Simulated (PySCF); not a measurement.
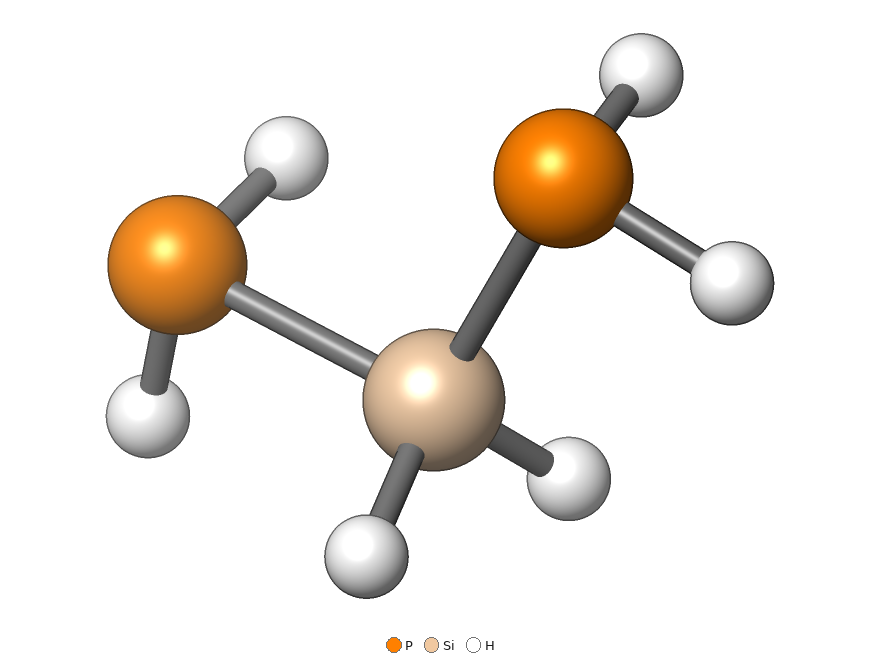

The geometry was computed by an optimisation with PBE0-D3(BJ)/def2-SVP. No frequency run is at hand to confirm it as a minimum. Program: PySCF 2.14.0.

Compare HOMO energy (eV), dipole (D) at these levels: CAM-B3LYP/def2-SVPD; CAM-B3LYP/def2-SVPD in acetonitrile (IEF-PCM); CAM-B3LYP/def2-SVPD in cyclohexane (IEF-PCM); PBE0/pcSseg-1 in acetonitrile (IEF-PCM); PBE0/pcSseg-1 in cyclohexane (IEF-PCM).

```tsv
level	HOMO energy (eV)	dipole (D)
CAM-B3LYP/def2-SVPD	−8.86	1.29
CAM-B3LYP/def2-SVPD in acetonitrile (IEF-PCM)	−8.75	2.02
CAM-B3LYP/def2-SVPD in cyclohexane (IEF-PCM)	−8.79	1.52
PBE0/pcSseg-1 in acetonitrile (IEF-PCM)	−7.55	2.66
PBE0/pcSseg-1 in cyclohexane (IEF-PCM)	−7.59	2.13
```
